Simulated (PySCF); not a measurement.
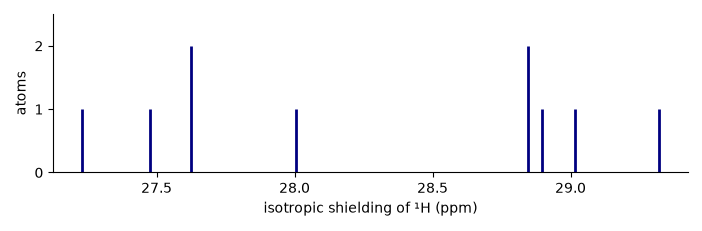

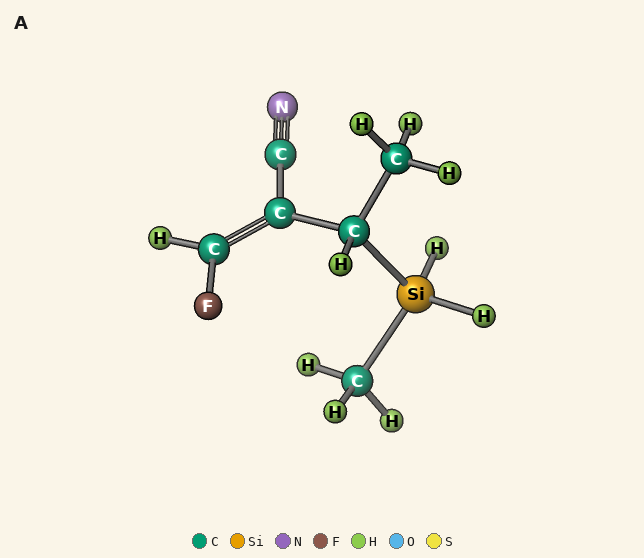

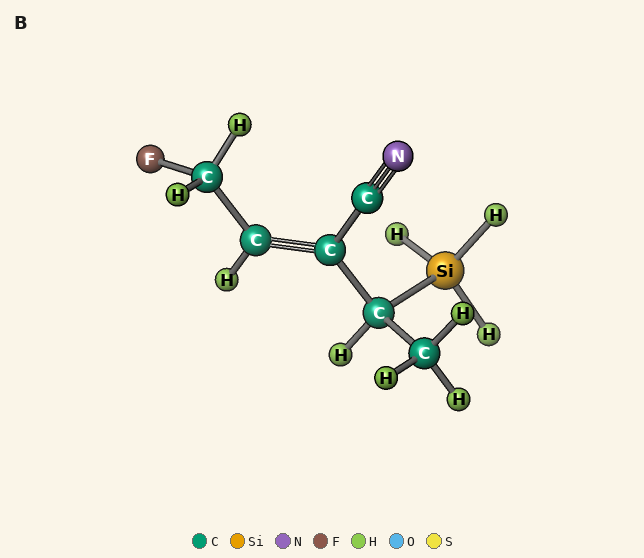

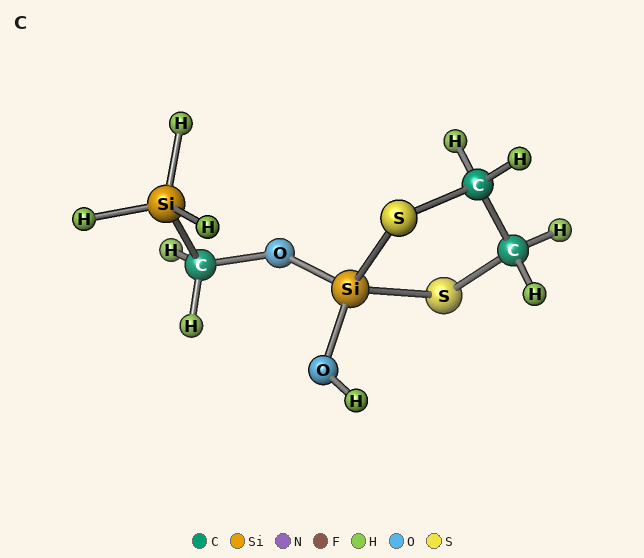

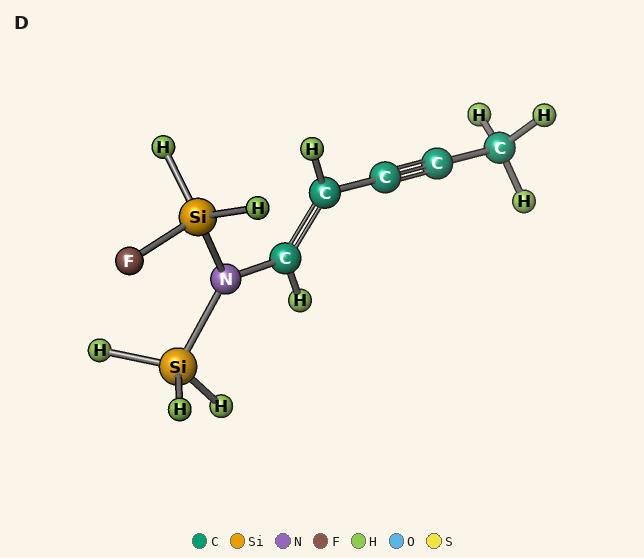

The sticks are computed shieldings of one of the molecules, for one fixed geometry (GFN2-xTB) without averaging over rotations. Low shielding means a high chemical shift. Method: GIAO PBE0/pcSseg-1 NMR shielding, non-relativistic, gas phase (PySCF 2.14.0).

Question: Which molecule gives this pattern?

Answer: C, `O[Si]1(OC[SiH3])SCCS1`. Its 10 H atoms give lines at 27.23, 27.48, 27.62 (2 atoms), 28.00, 28.85 (2 atoms), 28.90, 29.02, 29.32 ppm.

The geometry is semi-empirical. Around Si such bond lengths and angles can be off by a tenth of an ångström or more and by several degrees, and values that hang on the shape move with them.
